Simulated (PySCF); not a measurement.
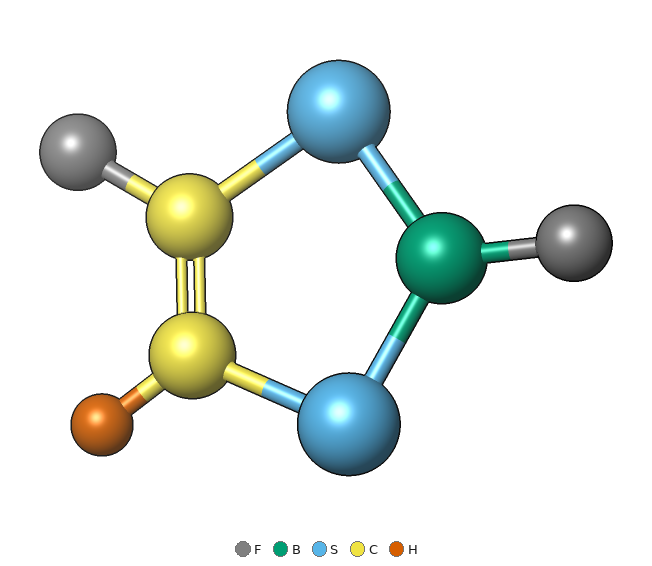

Rendered structure (ball-and-stick style). Double and triple bonds are drawn as two and three sticks.

Describe the molecule.

The molecule is C₂HBF₂S₂. Its SMILES string is `FB1SC=C(F)S1`. Independent rings (smallest set): 1 of 5 members. Among its groups: alkene, C–F bond. This geometry has Cs symmetry. All atoms lie on one plane. Coordination: 1 B trigonal planar; 2 S bent; 2 C trigonal planar.

More results for the same structure follow; atom numbers are the same in all pictures, views and colours differ. The computed structure is the end point of a PBE0-D3(BJ)/def2-SVP optimisation. No frequency run is at hand to confirm it as a minimum.

Shape

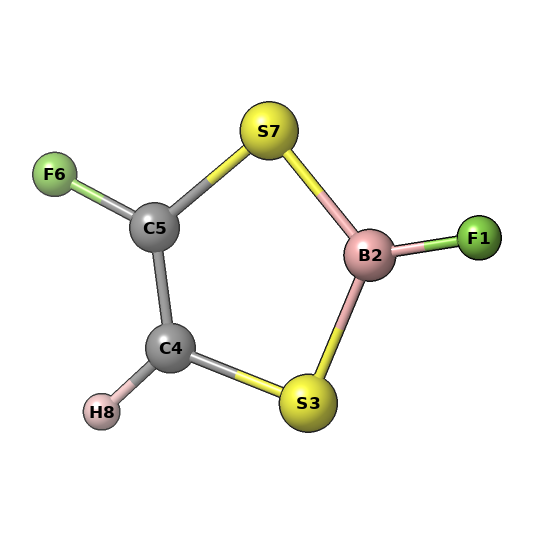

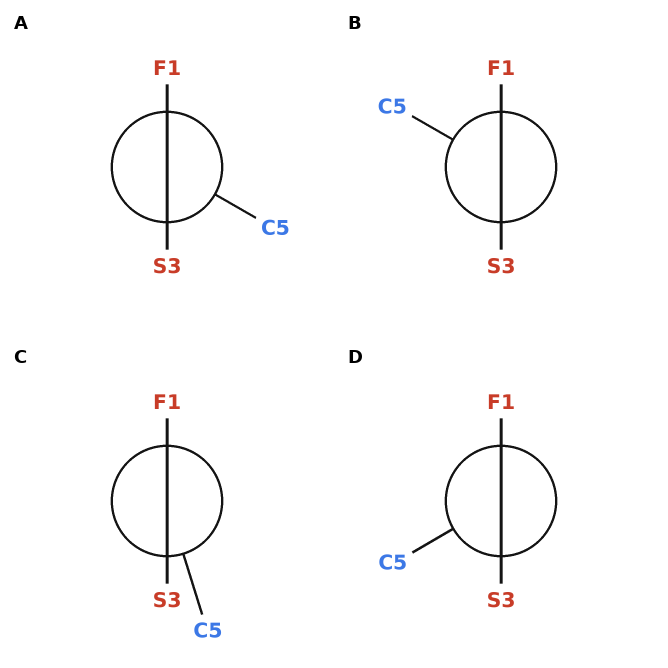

Atoms fade into the background with distance from the viewer. Bonds that would overlap in a projection are set slightly apart. No frequency run is at hand to confirm it as a minimum.

Question: Which Newman projection shows the view along B2–S7, with B2 in front?

Answer: C. The torsion angle S3–B2–S7–C5 is 0°, synperiplanar (eclipsed).

Spin–spin coupling

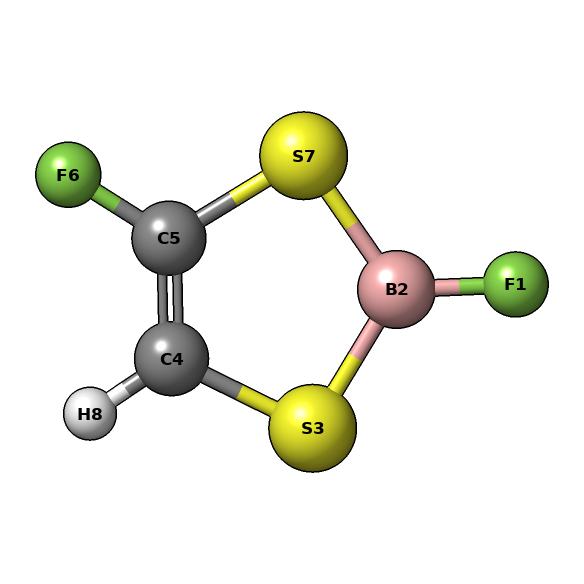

No frequency run is at hand to confirm it as a minimum. Method: B3LYP/6-31G* indirect spin-spin coupling, non-relativistic, gas phase (PySCF 2.14.0). Isotopes: 11B, 13C, 19F, 1H, 33S.

Give the spin–spin coupling constants of these pairs, with the number of bonds between them: B2/S3, S3/C4, C5/F6, C5/S7, F1/S7, S3/C5, S3/S7, C4/F6, F6/H8.

| pair | bonds apart | J (Hz) |
| --- | --- | --- |
| B2, S3 | 1 | 1.7 |
| S3, C4 | 1 | −8.6 |
| C5, F6 | 1 | −248.5 |
| C5, S7 | 1 | −8.5 |
| F1, S7 | 2 | −2.3 |
| S3, C5 | 2 | 1.0 |
| S3, S7 | 2 | −2.1 |
| C4, F6 | 2 | 25.8 |
| F6, H8 | 3 | 0.7 |

Density functionals are unreliable for couplings to fluorine, so those rows may be far off.

Core levels

No frequency run is at hand to confirm it as a minimum. Level of theory: delta-SCF UKS SCAN, pcX-1 on the ionised atom, pcseg-1 elsewhere, spin-free X2C (PySCF 2.14.0).

Give the core-electron binding energies (to vacuum; p and d levels without spin–orbit splitting) of F1 1s, B2 1s, S3 1s, S3 2p, C4 1s, C5 1s, F6 1s, S7 1s, S7 2p.

| atom | level | binding energy (eV) |
| --- | --- | --- |
| F1 | 1s | 693.7 |
| B2 | 1s | 198.1 |
| S3 | 1s | 2478.2 |
| S3 | 2p | 170.8 |
| C4 | 1s | 291.5 |
| C5 | 1s | 293.7 |
| F6 | 1s | 693.9 |
| S7 | 1s | 2478.3 |
| S7 | 2p | 170.9 |

Quadrupole coupling

No frequency run is at hand to confirm it as a minimum. Electric field gradients from the ground-state density, B3LYP/6-31G* (PySCF 2.14.0), non-relativistic apart from any core potentials.

Give the largest field-gradient component, the quadrupole coupling constant and the asymmetry for 11B at B2 (Q = 40.59 mb), 33S at S3 (Q = −67.81 mb), 33S at S7 (Q = −67.81 mb), 2H at H8 (Q = 2.86 mb).

| atom | V_zz (a.u.) | e²qQ/h (MHz) | η |
| --- | --- | --- | --- |
| B2 | 0.201 | 1.92 | 0.15 |
| S3 | 1.808 | −28.8 | 0.58 |
| S7 | 1.783 | −28.4 | 0.61 |
| H8 | 0.293 | 0.197 | 0.11 |
